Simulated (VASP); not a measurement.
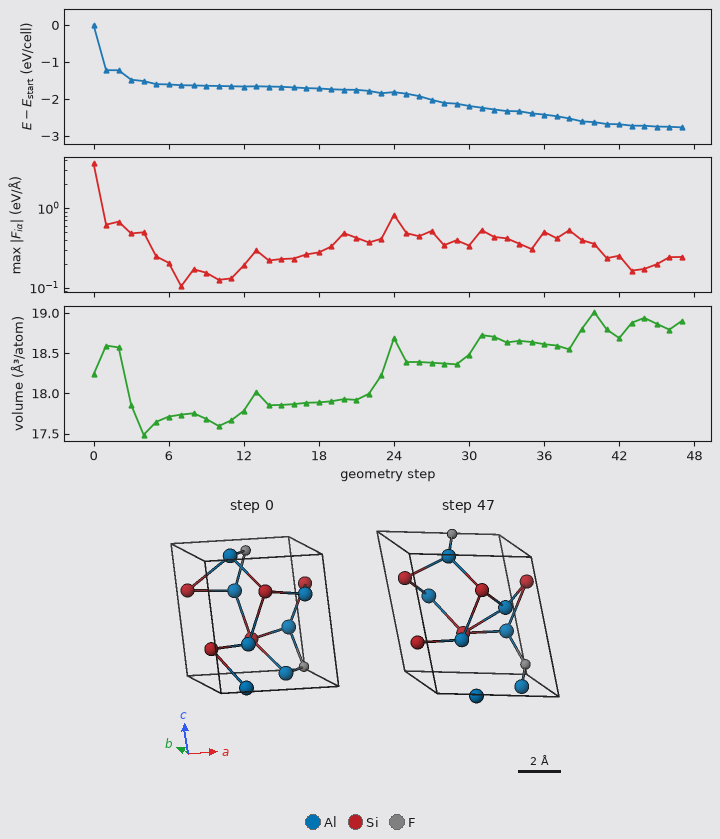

First and last geometry of a relaxation of solid Al3Si2F (a generated structure, set up in P1), with the history of the run. The picture is a ball-and-stick view of the cell of the calculation, reduced to other axes, seen slightly off an axis. Lengths and directions refer to the drawn axes.

The run lets cell and atoms move.

These are results of Kohn-Sham DFT of a periodic cell, PBE, VASP PAW PBE potentials, recommended (VASP 6.6.1), not measurements.

The input:
```
SYSTEM = Al3Si2F
ALGO     = Fast           ! electronic algorithm
EDIFF    = 1E-5           ! SCF threshold, eV
EDIFFG   = -0.03          ! ionic threshold
ENCUT    = 520            ! plane-wave cutoff, eV
GGA      = PE             ! functional
IBRION   = 2              ! ionic algorithm
ISIF     = 3              ! what is computed and relaxed
ISMEAR   = 0              ! smearing method
ISYM     = 0            
KPAR     = 8            
LASPH    = .TRUE.         ! aspherical terms in the spheres
LCHARG   = .FALSE.        ! write CHGCAR
LREAL    = Auto         
LWAVE    = .FALSE.        ! write WAVECAR
NELM     = 80             ! most SCF steps
NSW      = 110            ! ionic steps
PREC     = Normal         ! precision mode
SIGMA    = 0.15           ! smearing width, eV
```

Launched with:
```bash
cat potpaw_PBE.64/Al/POTCAR potpaw_PBE.64/Si/POTCAR potpaw_PBE.64/F/POTCAR > POTCAR
mpirun -np 8 vasp_std > vasp.out
```

Question: Did the run converge, and what did it change?

Answer: The run was cut off at its time limit before the relaxation converged, so the last structure is only a point on the way. An Al atom moves most relative to the cell: 1.00 Å along [−3 3 −2]. By element the largest moves are Al 1.00 Å, F 0.61 Å, Si 0.46 Å. The drawn cell changes as follows: a 6.002 → 6.238 Å (+3.9 %), b 6.122 → 5.942 Å (−2.9 %), c 6.677 → 7.097 Å (+6.3 %), α 63.6° → 61.3°, β 87.4° → 96.0°, γ 84.9° → 85.1°; the volume changes by +3.7 %. Near-neighbour distances that change, for instance: Al–Si 2.510 → 3.819 Å, Al–F 2.148 → 3.432 Å, Al–Si 2.595 → 3.833 Å, Al–Si 3.869 → 2.657 Å. New bonds form, among them: Al–Si (3.82 → 2.67 Å), Al–Si (3.87 → 2.66 Å). Bonds break, among them: Al–F (2.15 → 3.43 Å), Al–Si (2.51 → 3.82 Å), Al–Si (2.60 → 3.83 Å). Among the angles between lasting bonds that change: Al–Si–Al 70.3° → 109.4°, Al–F–Al 88.2° → 124.4°, Si–Al–Si 177.5° → 143.8°. The space group stays P1 (No. 1). The energy falls by 2.764 eV per cell of the calculation in 47 geometry steps. The largest force component goes from 3.6 to 0.24 eV/Å. The pressure goes from 1.25 to 0.06 GPa.
